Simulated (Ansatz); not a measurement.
Input file:

```
crystal:
  periodic: [false, false, false]
  atoms:
    - {symbol: C, position_ang: [-0.646747, 0.988368, 0.246806]}
    - {symbol: O, position_ang: [-0.463155, -0.158263, -0.553589]}
    - {symbol: Ge, position_ang: [0.572425, -1.482198, 0.003798]}
    - {symbol: F, position_ang: [0.750625, -2.433492, -1.438156]}
    - {symbol: H, position_ang: [-0.989424, 1.795033, -0.404727]}
    - {symbol: H, position_ang: [0.280796, 1.315991, 0.733933]}
    - {symbol: H, position_ang: [-1.406966, 0.822682, 1.017341]}
    - {symbol: H, position_ang: [1.994746, -0.905222, 0.338895]}
basis:
  gaussian: {orbitals: def2-TZVPP}
magnetization: {spin_polarized: true, initial_magnetization: 1}
hamiltonian: {xc: pbe0, dispersion: d4}
output: {orbitals: {seedname: orbitals}}
```

Launched as:

```sh
ansatz run in.yaml --threads 4 --pin off --events-out ev --progress --plain --max-ram 10444MiB
```

Geometry: PBE0-D4/def2-TZVP.

The calculation used Ansatz 0.2.0, UKS PBE0-D4/def2-TZVPP.

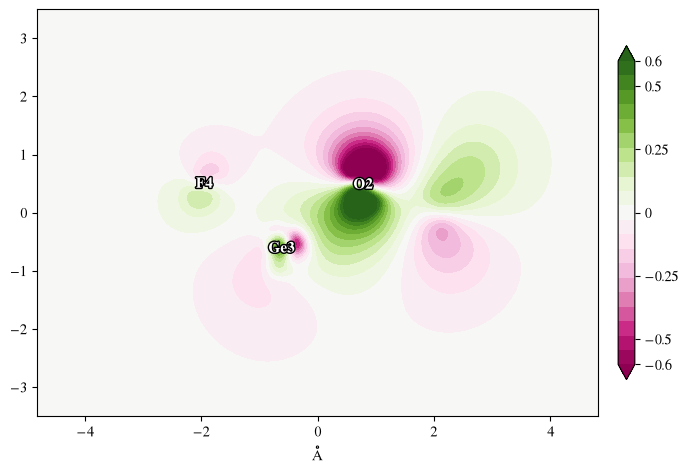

CH₄FGeO (SMILES C[O][GeH][F]) (doublet). The HOMO−1 (β) on the plane of atoms O2, Ge3 and F4 (values in Å⁻³ᐟ²; the overall sign is arbitrary).

Q: Where does this orbital lie, and at what energy?

A: By Hirshfeld shares it lies mainly on O2 (about 45 %), Ge3 (about 15 %), C1 (about 15 %), H8 (about 10 %) and H5 (about 10 %). Its energy is −9.00 eV.
